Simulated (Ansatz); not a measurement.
Consider C₄H₁₀AlF (SMILES [CH3][AlH][CH](C)CF).

Input file:

```
crystal:
  periodic: [false, false, false]
  atoms:
    - { symbol: C, position_ang: [-0.2634, -1.9304, -1.558] }
    - { symbol: Al, position_ang: [-0.6126, -1.3239, 0.3139] }
    - { symbol: C, position_ang: [-0.0815, 0.5224, 0.8827] }
    - { symbol: C, position_ang: [-0.84133, 1.62387, -0.0581] }
    - { symbol: C, position_ang: [-0.39226, 0.75914, 2.3413] }
    - { symbol: F, position_ang: [0.08628, 2.02147, 2.74796] }
    - { symbol: H, position_ang: [-0.6529, -2.9206, -1.7047] }
    - { symbol: H, position_ang: [-0.8233, -1.185, -2.2554] }
    - { symbol: H, position_ang: [0.7765, -1.8247, -1.7576] }
    - { symbol: H, position_ang: [-1.2848, -2.3201, 1.381] }
    - { symbol: H, position_ang: [1.03548, 0.63259, 0.68173] }
    - { symbol: H, position_ang: [-0.56581, 1.42129, -1.10217] }
    - { symbol: H, position_ang: [-0.47311, 2.58658, 0.30374] }
    - { symbol: H, position_ang: [-1.88245, 1.49471, 0.14631] }
    - { symbol: H, position_ang: [-1.46412, 0.69141, 2.52781] }
    - { symbol: H, position_ang: [0.16017, 0.02734, 2.95921] }
basis:
  gaussian: { orbitals: def2-SVP }
hamiltonian:
  xc: pbe
  dispersion: d4
relax:
  f_tol: 0.015
  max_steps: 40
output:
  orbitals: {}
```

Launched as:

```sh
ansatz run input.yaml --threads 2 --pin off --max-ram 3072MiB --backend cpu --events-out ev --progress --plain --runs-dir out
```

The fields are those of the relaxed geometry.

The calculation used RKS PBE-D4/def2-SVP in Ansatz.

Q: Predict the electron density and electron localisation function between the atoms.

A: C–C (1.52 Å): ρ at the midpoint is about 1.7 e/Å³; the ELF peaks at about 0.95 between the atoms: a covalent bond.
C–H (1.11 Å): ρ at the midpoint is about 1.9 e/Å³; the ELF climbs to about 1 towards the hydrogen, as it does in any bond to H; an ordinary covalent bond to hydrogen.

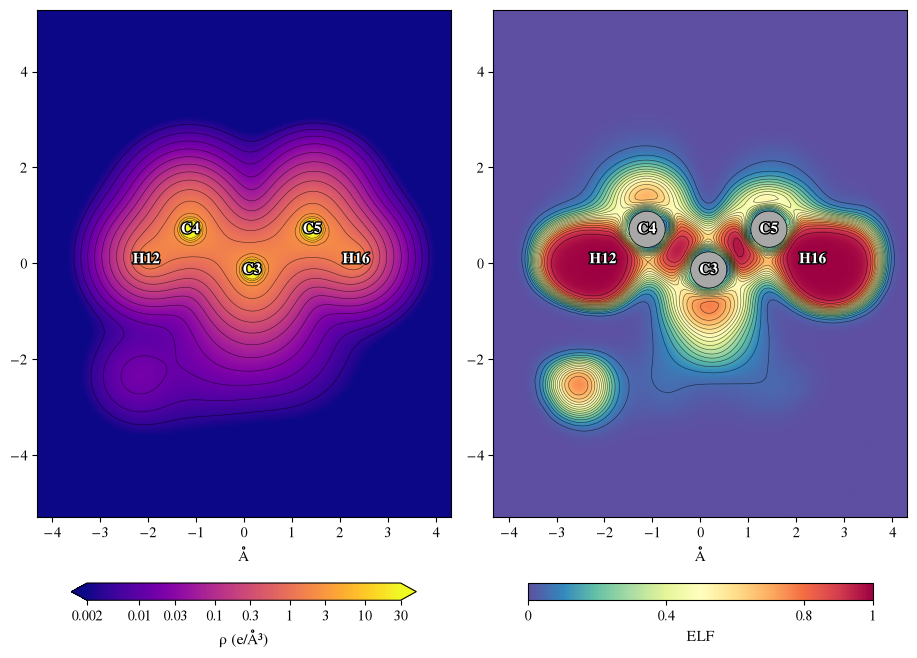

Computed electron density and electron localisation function on the plane of atoms C3, C5 and H16, in this order. Grey discs cover the atomic cores in the ELF map. 
